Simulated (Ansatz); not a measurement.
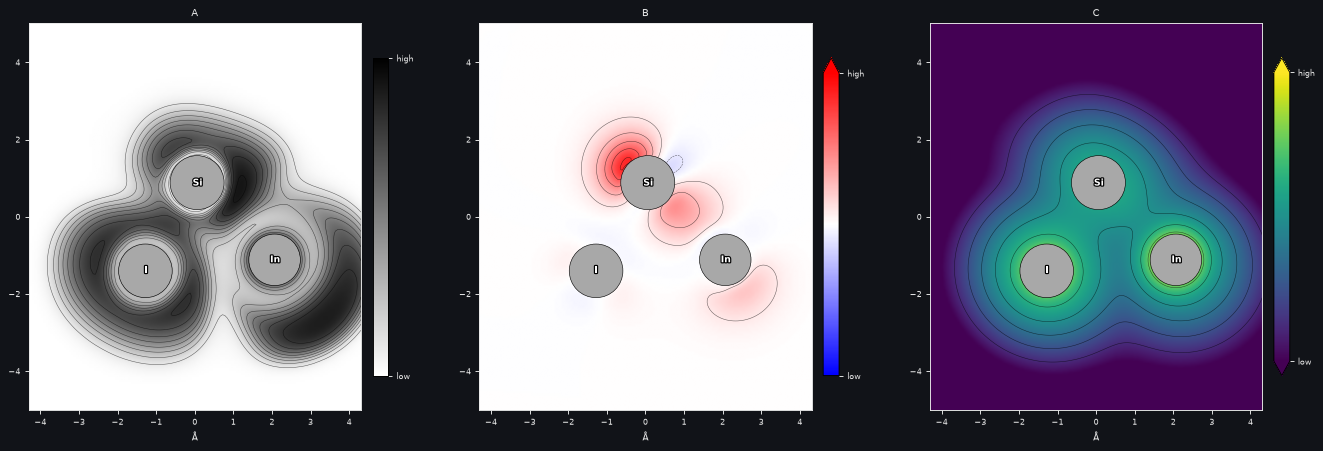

H₃IInSi₂ (doublet): 3 fields on the plane of atoms I1, Si4 and In2, with unlabelled colour scales. Grey discs cover the atomic cores.

Geometry: B3LYP-D3(BJ)/def2-SVP; core potentials replace the inner electrons of I and In.

Theory: isolated molecule in a Gaussian basis; Kohn-Sham density functional theory, functional PBE0 (Ansatz 0.2.0).

```xyz
7

I     2.3153   -0.0421   -0.8098
In    1.7892    3.0052    0.5023
Si   -1.3211   -0.2505    0.0690
Si    0.0696    1.3465   -1.0218
H    -0.8464   -0.5552    1.4553
H    -2.7116    0.2973    0.1691
H    -1.3795   -1.5347   -0.6933
```

Which field does each panel show? The fields are: electron density, electron localisation function and spin density.

Panel A: electron localisation function. Panel B: spin density (confined to the atoms that carry the unpaired spin). Panel C: electron density. From the grid: Si–I (2.65 Å): the density is about 0.45 e/Å³ at the midpoint, with its minimum of 0.38 e/Å³ about 1.0 Å from Si; the ELF peaks at about 0.75 between the atoms. In–Si (2.83 Å): ρ is about 0.28 e/Å³ halfway; the ELF peaks at about 0.85 in the valence shell of Si, 1.1 Å from its nucleus, and drops to about 0.20 between the two atoms.
